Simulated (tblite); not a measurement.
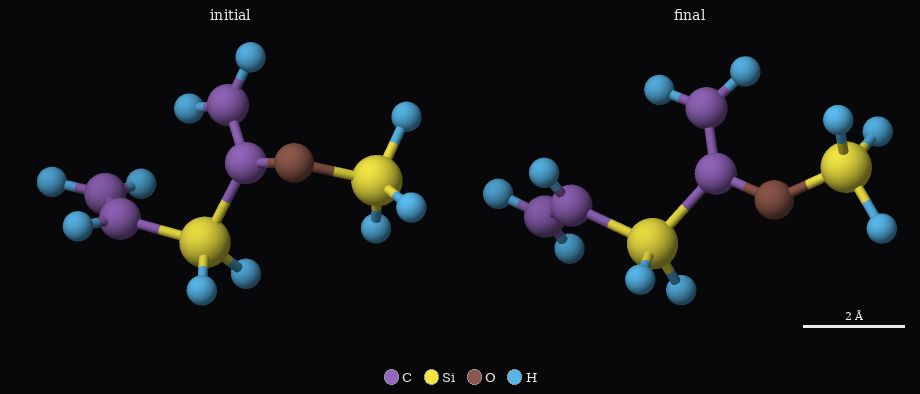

The structure of C4H10OSi2 before (left) and after (right) a relaxation, at one scale.

A ball-and-stick model, seen at a tilt.

Level of theory: tblite 0.8.0, GFN2-xTB geometry optimisation, gas phase. 

Describe what moved and what it gained.

An H atom moves most after the best rigid fit: 2.09 Å. Largest moves by element: H 2.09 Å, O 1.15 Å, C 0.61 Å, Si 0.34 Å. Among the contacts that change: O–Si 1.736 → 1.624 Å, C–Si 1.838 → 1.883 Å, C–Si 1.855 → 1.897 Å, C–H 1.106 → 1.080 Å. Bond angles that change, for instance: C–O–Si 117.5° → 133.7°, Si–C–O 121.7° → 110.2°, O–Si–H 107.3° → 99.2°. Groups turn about C–O by about 95°, C–Si by about 35°, C–Si by about 25°. Over 230 geometry steps the energy falls by 12.7 kcal/mol.
